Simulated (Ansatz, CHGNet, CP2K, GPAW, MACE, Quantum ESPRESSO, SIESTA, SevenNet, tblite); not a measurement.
# Which run comes nearest? Random packing of 40Si3N4-60SiO2 (mol %) (92 atoms)

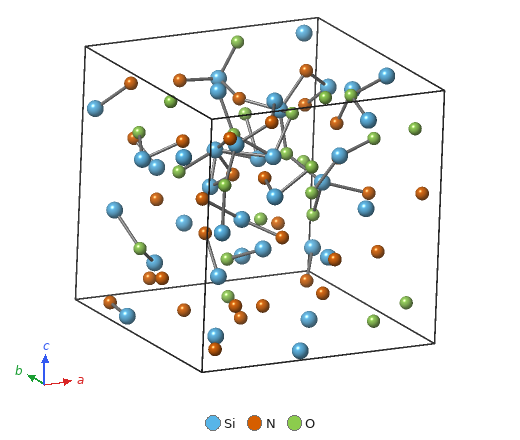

The cell (silicon blue, nitrogen orange, oxygen green). Bonds to atoms that aren't drawn are left out.

Density of this cell: 2.56 g/cm³. The cell holds 92 atoms: 36 Si, 32 N and 24 O. Cell: a = 10.618 Å, b = 10.618 Å, c = 10.618 Å, α = 90.0°, β = 90.0°, γ = 90.0°. 92 atoms (36 Si, 32 N, 24 O) packed at random in a cube at 2.56 g/cm³ and pushed apart as soft spheres, cations and anions kept from their own kind; a start for melting by ab initio MD, not an equilibrated structure. Then every atom was moved at random, 0.05 Å r.m.s. a Cartesian component.

Geometry: as built.

The reference, a calculation:

| Quantity | Value |
| --- | --- |
| method | Kohn-Sham DFT, PBE, PAW, plane waves (Ansatz 0.2.0); cutoff 420 eV, Γ point, fermi-dirac smearing of 0.05 eV; PAW set soft_2 |
| r.m.s. force component | 1.615 eV/Å |
| longest force | 5.308 eV/Å |
| pressure | -13.61 GPa |
| SCF cycles | 12 |
| time | 16 s on 4 threads of Arm Neoverse V1, shared host |
| CPU time | 61 s |

**Question.** The same geometry is run in other programs. How far does each lie from the reference, and what does it cost?
- CP2K PBE, SZV-MOLOPT-SR, 600/50 Ry, diagonalisation (CP2K 2026.2; 2 threads)
- SIESTA PBE, DZP, shift 0.01 Ry, mesh 100 Ry (SIESTA 5.4.2; 2 MPI ranks)
- SevenNet l3i5 potential (SevenNet l3i5; 1 thread)
- QE PBE, sssp-1.3.0-efficiency, 60/480 Ry (Quantum ESPRESSO 7.5; 4 MPI ranks)
- SIESTA PBE, SZ, shift 0.01 Ry, mesh 500 Ry (SIESTA 5.4.2; 1 thread)
- SIESTA PBE, DZP, shift 0.01 Ry, mesh 500 Ry (SIESTA 5.4.2; 2 MPI ranks)
- MACE MPA-0 medium potential (MACE MPA-0 medium; 1 thread)
- GPAW PBE, LCAO dzp, h 0.18 Å (GPAW 26.7.0; 1 thread)
- CHGNet r2SCAN potential (CHGNet r2SCAN; 1 thread)
- SIESTA PBE, SZP, shift 0.01 Ry, mesh 500 Ry (SIESTA 5.4.2; 2 MPI ranks)

Differences are against the plane-wave reference, forces as r.m.s. over components; share is that over the reference's r.m.s. force, slope the least-squares factor from reference forces to these. Total energies of different programs have different zeros and aren't compared.

| run | Δ force, r.m.s. (meV/Å) | share (%) | slope | Δ pressure (GPa) | cores | CPU time | memory (GiB) |
| --- | --- | --- | --- | --- | --- | --- | --- |
| reference | - | - | - | - | 4 | 61 s | 1.4 |
| CP2K PBE, SZV-MOLOPT-SR, 600/50 Ry, diagonalisation (coarse) | 1366 | 84.6 | 0.773 | 24.5 | 2 | 8.2 min | 3.4 |
| SIESTA PBE, DZP, shift 0.01 Ry, mesh 100 Ry (coarse) | 241 | 14.9 | 0.960 | 1.41 | 2 | 2.7 min | 0.73 |
| SevenNet l3i5 potential | 548 | 33.9 | 0.960 | -0.933 | 1 | 14 s | 1.6 |
| QE PBE, sssp-1.3.0-efficiency, 60/480 Ry | 17.6 | 1.09 | 0.998 | -0.120 | 4 | 39 min | 4.3 |
| SIESTA PBE, SZ, shift 0.01 Ry, mesh 500 Ry (coarse) | 1590 | 98.4 | 0.715 | 19.8 | 1 | 4.7 min | 0.94 |
| SIESTA PBE, DZP, shift 0.01 Ry, mesh 500 Ry | 238 | 14.7 | 0.957 | 1.42 | 2 | 16 min | 2.3 |
| MACE MPA-0 medium potential | 468 | 29.0 | 0.962 | 0.140 | 1 | 9 s | 1.1 |
| GPAW PBE, LCAO dzp, h 0.18 Å | 307 | 19.0 | 0.948 | - | 1 | 10 min | 1.7 |
| CHGNet r2SCAN potential | 804 | 49.8 | 1.076 | -5.38 | 1 | 4.7 s | 1.4 |
| SIESTA PBE, SZP, shift 0.01 Ry, mesh 500 Ry (coarse) | 565 | 35.0 | 0.922 | 4.46 | 2 | 13 min | 2.1 |

Rows marked coarse were listed beforehand as settings not expected to be converged; some can still land near the reference.

Times of the machine-learned potentials are mostly Python's start and the loading of weights.

CPU time is summed over cores on a shared host, where runs went side by side, so it is rough. Symmetry, cutoffs, thresholds, outputs and thread counts weren't matched or tuned between programs; memory under MPI is the largest rank's times the ranks.

PBE on plane waves or a grid with other potentials, cutoffs or grids, coarse settings apart, differs from the reference by 1.1 % (QE PBE, sssp-1.3.0-efficiency, 60/480 Ry) of the r.m.s. force; this holds the reference's own error, so differences of a few per cent don't tell which side is nearer the exact PBE result (QE's 60 Ry are 816 eV, against the reference's 420 eV). The PBE runs in local orbitals, coarse settings apart, differ by 15 % (SIESTA PBE, DZP, shift 0.01 Ry, mesh 500 Ry) to 19 % (GPAW PBE, LCAO dzp, h 0.18 Å); basis, grid and potentials can all enter. Machine-learned potentials differ by 29 % (MACE MPA-0 medium potential) to 50 % (CHGNet r2SCAN potential); they were trained on other programs' data, some at another functional. Runs with settings chosen to be coarse differ by 15 % (SIESTA PBE, DZP, shift 0.01 Ry, mesh 100 Ry) to 98 % (SIESTA PBE, SZ, shift 0.01 Ry, mesh 500 Ry), their programs' other errors included. Machine-learned potentials mimic data converged in k, so the reference's own k-point error enters their differences. The electronic-structure runs sample only Γ, in a cell whose shortest periodic width is 11 Å, which is coarse for a cell with partly filled levels.

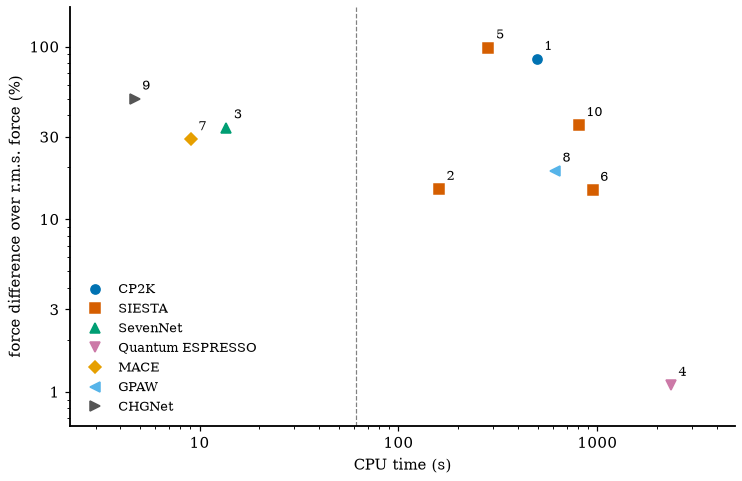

Force difference against CPU time; the dashed line marks the reference's time. Points: 1 CP2K PBE, SZV-MOLOPT-SR, 600/50 Ry, diagonalisation; 2 SIESTA PBE, DZP, shift 0.01 Ry, mesh 100 Ry; 3 SevenNet l3i5 potential; 4 QE PBE, sssp-1.3.0-efficiency, 60/480 Ry; 5 SIESTA PBE, SZ, shift 0.01 Ry, mesh 500 Ry; 6 SIESTA PBE, DZP, shift 0.01 Ry, mesh 500 Ry; 7 MACE MPA-0 medium potential; 8 GPAW PBE, LCAO dzp, h 0.18 Å; 9 CHGNet r2SCAN potential; 10 SIESTA PBE, SZP, shift 0.01 Ry, mesh 500 Ry.

[Hosts, paths, dates, database ids (printed as entryN), source tags and the programs' standing remarks are cut or masked in the printed files.]
